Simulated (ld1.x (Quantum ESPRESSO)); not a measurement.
Zn: pseudopotential generation (part 2 of 2)

Continued. System: zinc (Zn, Z = 30), core [Ar], reference valence 3d10 4s1 4p0 (an ion of charge +1), valence charge 12. Method: ultrasoft potential, PBEsol, scalar-relativistic, made with ld1.x (Quantum ESPRESSO) 7.5.

**Output of the test run (extracts), continued**
```
     ---------------------- Testing the pseudopotential ----------------------

     Zn
     scalar relativistic calculation

     atomic number is 30.00   valence charge is 12.00
     dft =PBESOL   lsd =0 sic =0 latt =0  beta=0.20 tr2=1.0E-14
     mesh =1201 r(mesh) =  99.36527 xmin = -7.00 dx = 0.01250

     n l     nl             e AE (Ry)        e PS (Ry)    De AE-PS (Ry)
     3 2     3D   1(10.00)       -0.90851       -0.90925        0.00074
     1 0     4S   1( 1.00)       -0.54469       -0.54488        0.00019
     2 1     4P   1( 1.00)       -0.15388       -0.15366       -0.00022

     eps = 7.0E-15  iter = 14

     Etot =   -3588.826618 Ry,   -1794.413309 Ha,  -48828.473630 eV
     Etotps =  -149.265482 Ry,     -74.632741 Ha,   -2030.860337 eV
     dEtot_ae =      -0.350838 Ry
     dEtot_ps =      -0.350704 Ry,   Delta E=      -0.000134 Ry

     Ekin =      69.519377 Ry,      34.759688 Ha,     945.859304 eV
     Encl =    -244.884881 Ry,    -122.442440 Ha,   -3331.828535 eV
     Ehrt =     120.998506 Ry,      60.499253 Ha,    1646.268548 eV
     Ecxc =     -47.746158 Ry,     -23.873079 Ha,    -649.619578 eV
     (Ecc =     -21.203165 Ry,     -10.601583 Ha,    -288.483757 eV)
     Epseu=     -47.152326 Ry,     -23.576163 Ha,    -641.540076 eV

     ---------------------- End of pseudopotential test ----------------------

     ---------------------- Testing the pseudopotential ----------------------

     Zn
     scalar relativistic calculation

     atomic number is 30.00   valence charge is 12.00
     dft =PBESOL   lsd =0 sic =0 latt =0  beta=0.20 tr2=1.0E-14
     mesh =1201 r(mesh) =  99.36527 xmin = -7.00 dx = 0.01250

     n l     nl             e AE (Ry)        e PS (Ry)    De AE-PS (Ry)
     3 2     3D   1( 8.00)       -5.38835       -5.50522        0.11687  !
     1 0     4S   1( 0.00)       -3.61692       -3.64297        0.02604  !
     2 1     4P   1( 0.00)       -2.85998       -2.78611       -0.07387  !

     eps = 4.8E-15  iter =  8

     Etot =   -3579.609029 Ry,   -1789.804514 Ha,  -48703.061946 eV
     Etotps =  -139.960652 Ry,     -69.980326 Ha,   -1904.261685 eV
     dEtot_ae =       8.866750 Ry
     dEtot_ps =       8.954125 Ry,   Delta E=      -0.087375 Ry

     Ekin =      60.773127 Ry,      30.386563 Ha,     826.860516 eV
     Encl =    -191.969277 Ry,     -95.984639 Ha,   -2611.875073 eV
     Ehrt =      76.604004 Ry,      38.302002 Ha,    1042.250577 eV
     Ecxc =     -43.685500 Ry,     -21.842750 Ha,    -594.371513 eV
     (Ecc =     -21.203165 Ry,     -10.601583 Ha,    -288.483757 eV)
     Epseu=     -41.683006 Ry,     -20.841503 Ha,    -567.126191 eV

     ---------------------- End of pseudopotential test ----------------------

     ---------------------- Testing the pseudopotential ----------------------

     Zn
     scalar relativistic calculation

     atomic number is 30.00   valence charge is 12.00
     dft =PBESOL   lsd =0 sic =0 latt =0  beta=0.20 tr2=1.0E-14
     mesh =1201 r(mesh) =  99.36527 xmin = -7.00 dx = 0.01250

     n l     nl             e AE (Ry)        e PS (Ry)    De AE-PS (Ry)
     3 2     3D   1( 9.00)       -1.93657       -1.95956        0.02299  !
     1 0     4S   1( 2.00)       -1.17029       -1.17075        0.00047
     2 1     4P   1( 0.00)       -0.65881       -0.65952        0.00072

     eps = 1.0E-15  iter = 10

     Etot =   -3587.885309 Ry,   -1793.942655 Ha,  -48815.666476 eV
     Etotps =  -148.314043 Ry,     -74.157022 Ha,   -2017.915356 eV
     dEtot_ae =       0.590470 Ry
     dEtot_ps =       0.600735 Ry,   Delta E=      -0.010265 Ry

     Ekin =      65.617558 Ry,      32.808779 Ha,     892.772361 eV
     Encl =    -233.004755 Ry,    -116.502378 Ha,   -3170.191194 eV
     Ehrt =     109.662643 Ry,      54.831322 Ha,    1492.036273 eV
     Ecxc =     -46.616571 Ry,     -23.308285 Ha,    -634.250755 eV
     (Ecc =     -21.203165 Ry,     -10.601583 Ha,    -288.483757 eV)
     Epseu=     -43.972919 Ry,     -21.986459 Ha,    -598.282041 eV

     ---------------------- End of pseudopotential test ----------------------

     ---------------------- Testing the pseudopotential ----------------------

     Zn
     scalar relativistic calculation

     atomic number is 30.00   valence charge is 12.00
     dft =PBESOL   lsd =0 sic =0 latt =0  beta=0.20 tr2=1.0E-14
     mesh =1201 r(mesh) =  99.36527 xmin = -7.00 dx = 0.01250

     n l     nl             e AE (Ry)        e PS (Ry)    De AE-PS (Ry)
     3 2     3D   1(10.00)       -1.08586       -1.08641        0.00056
     1 0     4S   1( 1.50)       -0.72436       -0.72426       -0.00009
     2 1     4P   1( 0.00)       -0.30877       -0.30879        0.00002

     eps = 5.9E-15  iter = 10

     Etot =   -3588.913068 Ry,   -1794.456534 Ha,  -48829.649846 eV
     Etotps =  -149.352087 Ry,     -74.676043 Ha,   -2032.038662 eV
     dEtot_ae =      -0.437289 Ry
     dEtot_ps =      -0.437309 Ry,   Delta E=       0.000021 Ry

     Ekin =      69.219939 Ry,      34.609970 Ha,     941.785248 eV
     Encl =    -242.790606 Ry,    -121.395303 Ha,   -3303.334473 eV
     Ehrt =     118.905479 Ry,      59.452739 Ha,    1617.791454 eV
     Ecxc =     -47.676300 Ry,     -23.838150 Ha,    -648.669101 eV
     (Ecc =     -21.203165 Ry,     -10.601583 Ha,    -288.483757 eV)
     Epseu=     -47.010600 Ry,     -23.505300 Ha,    -639.611791 eV

     ---------------------- End of pseudopotential test ----------------------
```

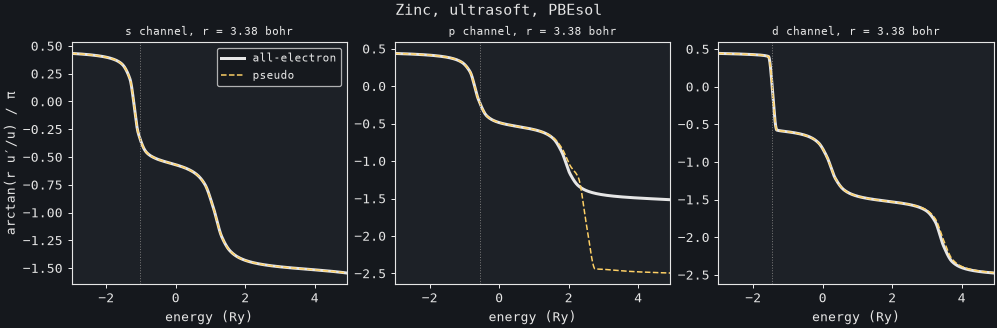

Figure 2. Unwrapped phase arctan(r u′/u) in units of π against energy, all-electron (solid) and pseudo (dashed); the pseudo phase is matched to the all-electron one at the reference energy. Here u = r R(r). A near-vertical step is a level narrower than the spacing of the points behind the curves. The dotted line marks the reference energy of the channel.

- First channel to depart above its reference energy: the p channel: its phase error passes 0.05 rad 2.2 Ry above its reference energy, against 4.5 Ry for d.
- Range over which the phases agree within 0.05 rad: s: over the whole range drawn; p: up to about 1.6 Ry; d: up to about 3.1 Ry. The potential isn't sound: its overlap operator has a negative eigenvalue, -3.9. The p channel couldn't be tested for ghost states or cutoffs, since the overlap operator isn't positive definite there.

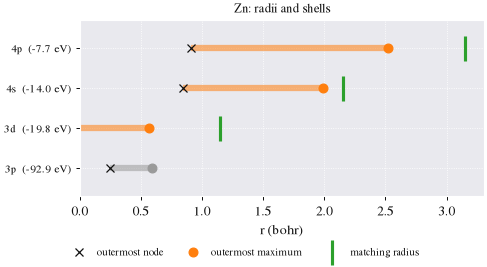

Figure 3. Outer shells of the all-electron reference atom: each bar runs from the outermost node (or the nucleus) to the outermost maximum of u(r); the tick is the radius chosen for the pseudo-wave. Shells without a tick have no pseudo-wave of their own. Levels, nodes and maxima are from ld1.x, scalar-relativistic.

- Radii against the shells: 3d: 1.15 bohr, outside the maximum; 4s: 2.15 bohr, outside the maximum; 4p: 3.15 bohr, outside the maximum.

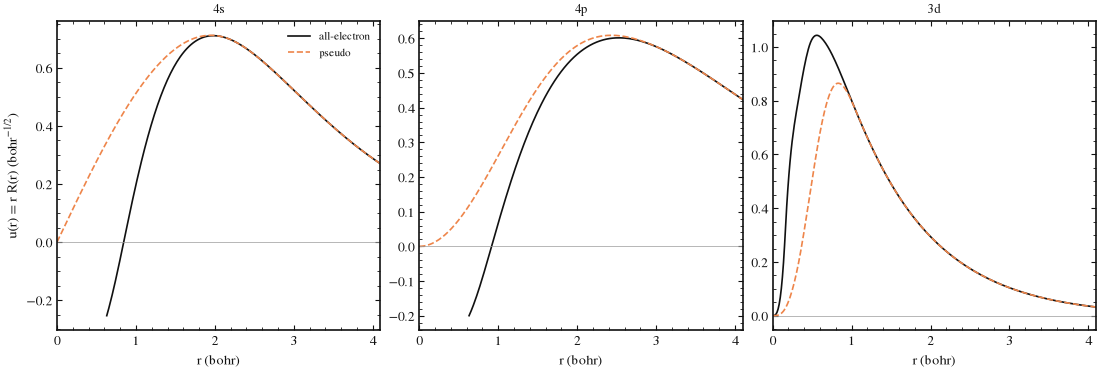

Figure 4. Pseudo-waves (dashed) against the all-electron radial functions (solid). The innermost oscillations of some all-electron curves aren't drawn. Reference configuration 3d10 4s1 4p0.

- Matching radii: 4s at 2.15 bohr; 4p at 3.15 bohr; 3d at 1.15 bohr. The curves merge smoothly, so the plot gives these only roughly.
- Nodes of the pseudo-waves: 4s has no node; 4p has no node; 3d has no node.

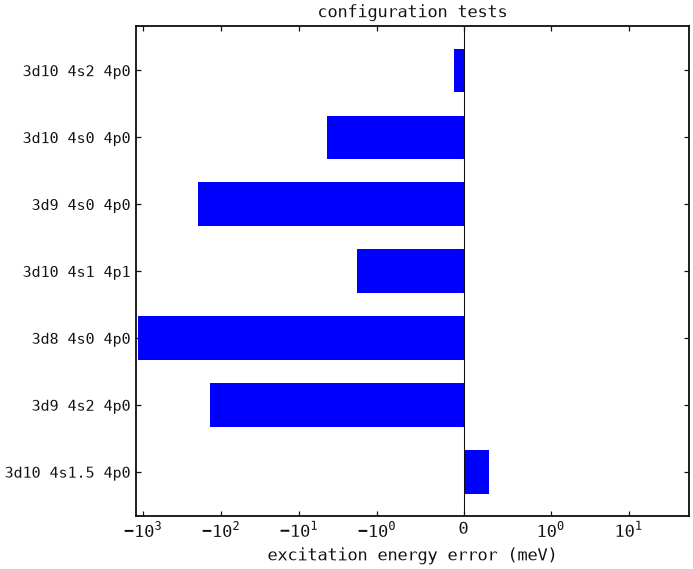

Figure 5. Errors, all-electron minus pseudo, of the energies of valence configurations relative to the unpolarised reference 3d10 4s1 4p0.

- Worst configuration: 3d8 4s0 4p0 (charge +4): the error is -1189 meV on an all-electron energy of +120.64 eV relative to the reference, or 0.99 %.
- Errors in meV: 3d10 4s2 4p0: -0.1; 3d10 4s0 4p0: -4.4; 3d9 4s0 4p0: -200; 3d10 4s1 4p1: -1.8; 3d8 4s0 4p0: -1189; 3d9 4s2 4p0: -140; 3d10 4s1.5 4p0: +0.3.

**Results in brief**

- outcome: generated, but the overlap operator is not positive, so unusable
- largest excitation error: -1189 meV (all-electron minus pseudo) for 3d8 4s0 4p0, out of 7 test configurations
- lowest eigenvalue of the overlap operator S in a Bessel basis (separate test): -3.9 (p channel); it is negative, so in a basis up to 400 Ry S is not positive definite
- density cutoff estimated by the generator: 504 Ry
- range over which the phases arctan(r u′/u) at the test radius agree within 0.05 rad (a looser test near the poles than one of phase shifts): s: over the whole range computed; p: up to about 1.6 Ry; d: up to about 3.1 Ry
- hardware: 1 CPU thread, shared host
- wall time: 2 s

**Remarks**

An excitation error of 1189 meV in its own tests makes this a poorly transferable potential. The scattering phases part by more than π/2 and stay apart in p from about 2.5 Ry: a level there is either far displaced or one that only the pseudo-atom has. The p channel couldn't be tested for ghost states or cutoffs, since the overlap operator isn't positive definite there.
